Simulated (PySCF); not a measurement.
# wB97M-V/def2-SVP run of GaHCl2O (SMILES [OH][Ga]([Cl])[Cl])

What is the energy change on altering one bond length of GaHCl2O at wB97M-V/def2-SVP? 

Program for the calculation: PySCF 2.14.0.

1 further run of the same task is left out (set aside as unsound or not needed).

## 1. The system as given

GaHCl2O: 5 atoms, total charge 0, spin state singlet. As SMILES, `[OH][Ga]([Cl])[Cl]`. The shape is that of a PBE0-D4/def2-TZVP optimisation.

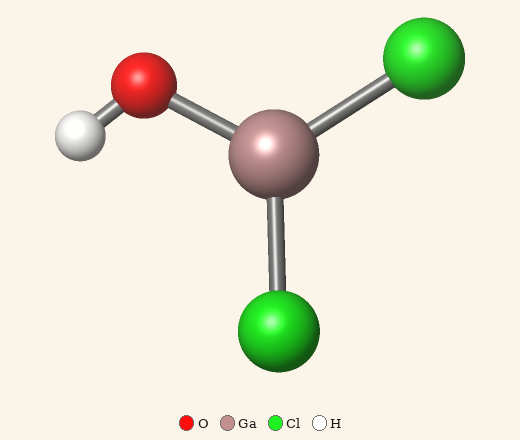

The structure, seen from a chosen angle (oxygen red, gallium pink, chlorine green, hydrogen white).

## 2. A single-point energy at wB97M-V/def2-SVP

The input, run.py:

```python
from pyscf import gto, dft

mol = gto.M(
    atom=[
    ('O', (0.254500, 1.354600, 0.245900)),
    ('Ga', (0.118500, -0.394500, 0.056800)),
    ('Cl', (1.500000, -1.634900, 1.057700)),
    ('Cl', (-1.407900, -1.236300, -1.155800)),
    ('H', (-0.415200, 1.837400, -0.246000)),
],
    basis='def2-svp',
    max_memory=1860,
    verbose=3,
)

mf = dft.RKS(mol)
mf.xc = 'wb97m-v'
mf.nlcgrids.level = 1
mf.conv_tol = 1e-10
mf.grids.level = 5
mf.kernel()
if not mf.converged:
    mf = mf.newton().run(mf.mo_coeff, mf.mo_occ)

energy = mf.e_tot
print('E(%s) = %.9f' % ('WB97M-V', energy))
```

Run with:

```
$ OMP_NUM_THREADS=1 python run.py
```

The log of the run:

```text
converged SCF energy = -2920.46419530401
E(WB97M-V) = -2920.464195304
```

It took 72 s on 1 thread of Intel Xeon at 2.70GHz, shared host; peak memory 0.46 GiB.

## 3. The distorted shape, same level

The input, input.xyz:

```xyz
5

O      0.589329     1.113215     0.491835
Ga     0.453329    -0.635885     0.302735
Cl     1.834829    -1.876285     1.303635
Cl    -1.073071    -1.477685    -0.909865
H     -0.415200     1.837400    -0.246000
```

The input, run.py:

```python
from pyscf import gto, dft

molecule = gto.M(
    atom='input.xyz',
    verbose=4,
    spin=0,
    max_memory=1860,
    basis='def2-svp',
)

mf = dft.RKS(molecule)
mf.xc = 'wb97m-v'
mf.nlcgrids.level = 1
mf.grids.level = 5
mf.conv_tol = 1e-10
mf.kernel()
if not mf.converged:
    mf = mf.newton().run(mf.mo_coeff, mf.mo_occ)

e_tot = mf.e_tot
print('E(%s) = %.9f' % ('WB97M-V', e_tot))
```

Run with:

```
$ OMP_NUM_THREADS=1 python run.py
```

The log of the run:

```text
PySCF version 2.14.0

[INPUT] num. atoms = 5
[INPUT] num. electrons = 74
[INPUT] charge = 0
[INPUT] spin (= nelec alpha-beta = 2S) = 0
[INPUT] symmetry False subgroup None
[INPUT] Mole.unit = angstrom
[INPUT] Symbol           X                Y                Z      unit          X                Y                Z       unit  Magmom
[INPUT]  1 O      0.589329000000   1.113215000000   0.491835000000 AA    1.113670407264   2.103671467758   0.929433448475 Bohr   0.0
[INPUT]  2 Ga     0.453329000000  -0.635885000000   0.302735000000 AA    0.856667654323  -1.201648496719   0.572086238320 Bohr   0.0
[INPUT]  3 Cl     1.834829000000  -1.876285000000   1.303635000000 AA    3.467324295410  -3.545664781630   2.463513116397 Bohr   0.0
[INPUT]  4 Cl    -1.073071000000  -1.477685000000  -0.909865000000 AA   -2.027810302213  -2.792419948378  -1.719395660327 Bohr   0.0
[INPUT]  5 H     -0.415200000000   1.837400000000  -0.246000000000 AA   -0.784614286919   3.472182781276  -0.464872626643 Bohr   0.0

nuclear repulsion = 435.981341231141
number of shells = 37
number of NR pGTOs = 177
number of NR cGTOs = 87
basis = def2-svp
ecp = {}

******** <class 'pyscf.dft.rks.RKS'> ********
method = RKS
initial guess = minao
damping factor = 0
level_shift factor = 0
DIIS = <class 'pyscf.scf.diis.CDIIS'>
diis_start_cycle = 1
diis_space = 8
diis_damp = 0
SCF conv_tol = 1e-10
SCF conv_tol_grad = None
SCF max_cycles = 50
direct_scf = True
direct_scf_tol = 1e-13
XC library pyscf.dft.libxc version 7.0.0
    S. Lehtola, C. Steigemann, M. J.T. Oliveira, and M. A.L. Marques.,  SoftwareX 7, 1–5 (2018)
XC functionals = wb97m-v
radial grids:
    Treutler-Ahlrichs [JCP 102, 346 (1995); DOI:10.1063/1.469408] (M4) radial grids

becke partition: Becke, JCP 88, 2547 (1988); DOI:10.1063/1.454033
pruning grids: <function nwchem_prune>
grids dens level: 5
symmetrized grids: False
atomic radii adjust function: <function treutler_atomic_radii_adjust>
** Following is NLC and NLC Grids **
NLC functional = wb97m-v
radial grids:
    Treutler-Ahlrichs [JCP 102, 346 (1995); DOI:10.1063/1.469408] (M4) radial grids

becke partition: Becke, JCP 88, 2547 (1988); DOI:10.1063/1.454033
pruning grids: <function nwchem_prune>
grids dens level: 1
symmetrized grids: False
atomic radii adjust function: <function treutler_atomic_radii_adjust>
small_rho_cutoff = 0
Set gradient conv threshold to 1e-05
Initial guess from minao.
tot grids = 197896
tot grids = 27704
init E= -2919.82826150527
  HOMO = -0.427415959002314  LUMO = -0.104118471356397  gap/eV = 8.79737
cycle= 1 E= -2920.19550016187  delta_E= -0.367  |g|= 0.906  |ddm|= 2.44
  HOMO = -0.254047159574062  LUMO = 0.00464302913762893  gap/eV = 7.03932
cycle= 2 E= -2920.02973833781  delta_E= 0.166  |g|= 1.35  |ddm|= 1.64
  HOMO = -0.402977648525599  LUMO = -0.0433321981389381  gap/eV = 9.78645
cycle= 3 E= -2920.37170951193  delta_E= -0.342  |g|= 0.138  |ddm|= 0.971
  HOMO = -0.413332276566892  LUMO = -0.0175541428173709  gap/eV = 10.76967
cycle= 4 E= -2920.3757287072  delta_E= -0.00402  |g|= 0.0555  |ddm|= 0.153
  HOMO = -0.417914614943382  LUMO = -0.0127014145038062  gap/eV = 11.02641
cycle= 5 E= -2920.3762776554  delta_E= -0.000549  |g|= 0.012  |ddm|= 0.0429
  HOMO = -0.416928152440759  LUMO = -0.0120416059254529  gap/eV = 11.01752
cycle= 6 E= -2920.37631779789  delta_E= -4.01e-05  |g|= 0.00342  |ddm|= 0.0149
  HOMO = -0.417261061452678  LUMO = -0.0120571057200634  gap/eV = 11.02616
cycle= 7 E= -2920.37632335656  delta_E= -5.56e-06  |g|= 0.000613  |ddm|= 0.00682
  HOMO = -0.417303294885997  LUMO = -0.0120312837846268  gap/eV = 11.02801
cycle= 8 E= -2920.37632366487  delta_E= -3.08e-07  |g|= 0.000198  |ddm|= 0.00152
  HOMO = -0.417310254474319  LUMO = -0.0120232725741567  gap/eV = 11.02842
cycle= 9 E= -2920.37632370968  delta_E= -4.48e-08  |g|= 6.71e-05  |ddm|= 0.000597
  HOMO = -0.417316681945522  LUMO = -0.01201859117187  gap/eV = 11.02872
cycle= 10 E= -2920.37632371519  delta_E= -5.51e-09  |g|= 2.44e-05  |ddm|= 0.000205
  HOMO = -0.417312762982414  LUMO = -0.0120177371839261  gap/eV = 11.02864
cycle= 11 E= -2920.37632371586  delta_E= -6.67e-10  |g|= 1.16e-05  |ddm|= 7.4e-05
  HOMO = -0.417313169247092  LUMO = -0.0120181196388165  gap/eV = 11.02864
cycle= 12 E= -2920.37632371594  delta_E= -7.64e-11  |g|= 4.08e-06  |ddm|= 2.32e-05
  HOMO = -0.417313028224227  LUMO = -0.0120183840401791  gap/eV = 11.02863
Extra cycle  E= -2920.37632371595  delta_E= -1.36e-11  |g|= 4.51e-06  |ddm|= 7.48e-06
converged SCF energy = -2920.37632371595
E(WB97M-V) = -2920.376323716
```

It took 78 s on 1 thread of Intel Xeon at 2.70GHz, shared host; peak memory 0.46 GiB.

## 4. Outcome

At wB97M-V/def2-SVP:

| quantity | value |
| --- | --- |
| first shape: total energy | -2920.46420 Eh |
| first shape: dipole moment | 1.56 D |
| first shape: HOMO energy | -11.45 eV |
| first shape: LUMO energy | 0.61 eV |
| first shape: HOMO–LUMO gap | 12.06 eV |
| distorted shape: total energy | -2920.37632 Eh |
| distorted shape: dipole moment | 1.99 D |
| distorted shape: HOMO energy | -11.36 eV |
| distorted shape: LUMO energy | -0.33 eV |
| distorted shape: HOMO–LUMO gap | 11.03 eV |
| energy change with the O1–H5 bond stretched from 0.961 to 1.442 Å | 2.391 eV |

In words: With the O1–H5 bond stretched from 0.961 to 1.442 Å the energy rises by 2.39 eV (231 kJ/mol). The first shape isn't relaxed at this level, so the change isn't measured from a minimum. Mulliken charges (distorted shape) run from -0.50 on O1 to +0.64 on Ga2; they depend strongly on the basis.
